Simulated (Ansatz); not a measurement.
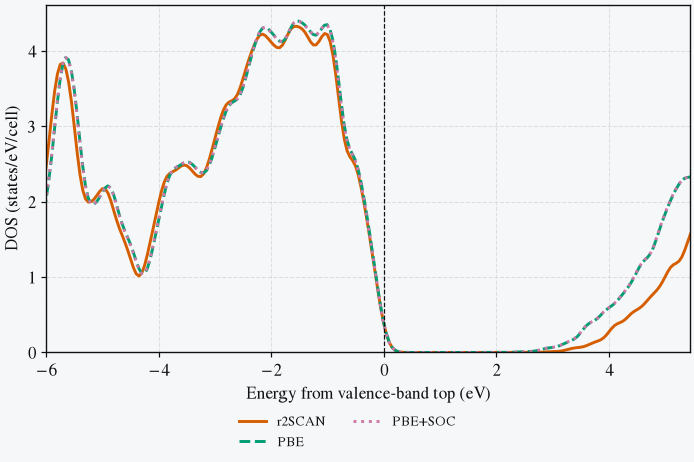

Total densities of states of AlGa2N3, space group I-4m2 (No. 119), 6 atoms in the cell, by three methods on the same cell. The curves are built from the levels of the k mesh with Gaussians 0.3 eV wide, which also blur the band edges. Each is counted from its own valence-band top.

How do the methods compare?

Answer. r2SCAN gives a gap of 2.93 eV, PBE gives a gap of 2.45 eV and PBE+SOC gives a gap of 2.45 eV.

Settings. r2SCAN: DFT, r2SCAN, plane waves, PAW, no spin polarisation, 12×12×12 k mesh, 500 eV cutoff (Ansatz 0.2.0). PBE: DFT, PBE, plane waves, PAW, no spin polarisation, 12×12×12 k mesh, 420 eV cutoff, Fermi-Dirac smearing of 0.02 eV (Ansatz). PBE+SOC: DFT, PBE with spin-orbit coupling, plane waves, PAW, 12×12×12 k mesh, 420 eV cutoff (Ansatz).
